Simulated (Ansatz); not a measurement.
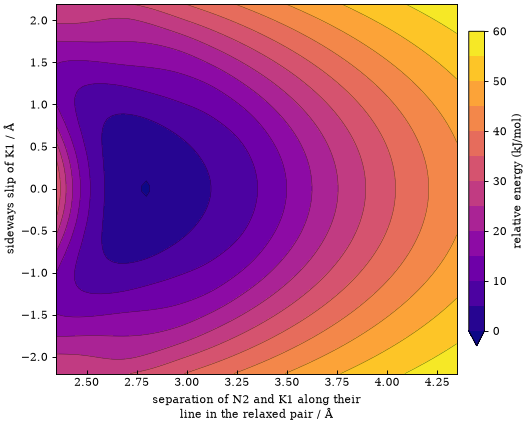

H3KN, charge +1. Coordinates scanned: (1) separation of N2 and K1 along their line in the relaxed pair; (2) sideways slip of K1. Nothing is relaxed (both partners rigid). The grid has 15 × 15 points. Points are written as (first, second). All energies are given in kJ/mol relative to the lowest grid point. These are results of RKS BHLYP-D4/def2-TZVPD (Ansatz 0.2.0), not measurements.

The picture shows filled contours. Between grid points the surface is interpolated.

The lowest grid point is at (2.821 Å, 0.000 Å). No other kind of well shows on this grid. The highest grid point, (4.348 Å, 2.200 Å), lies 58.5 kJ/mol above the lowest. Round the minimum the two coordinates are nearly uncoupled.

The level of theory is changed to Ansatz, RHF/def2-TZVPD; with it change the reference geometry, relaxed at the new level; the new grid has 15 × 15 points.

What does this change do to the map?

Answer. The minimum (interpolated where it lies between grid points) moves from about (2.796 Å, 0.000 Å) to about (2.848 Å, 0.000 Å). The curvature at the minimum changes by less than a tenth (about 1.7) eV/Å² along the first coordinate and from about 0.13 to 0.12 eV/Å² along sideways slip of K1.

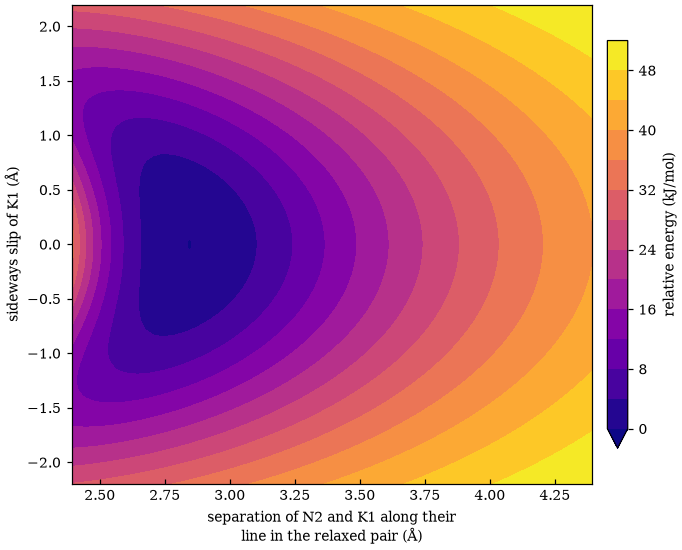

The map after the change, on a colour scale of its own. The picture shows filled contours. Between grid points the surface is interpolated.
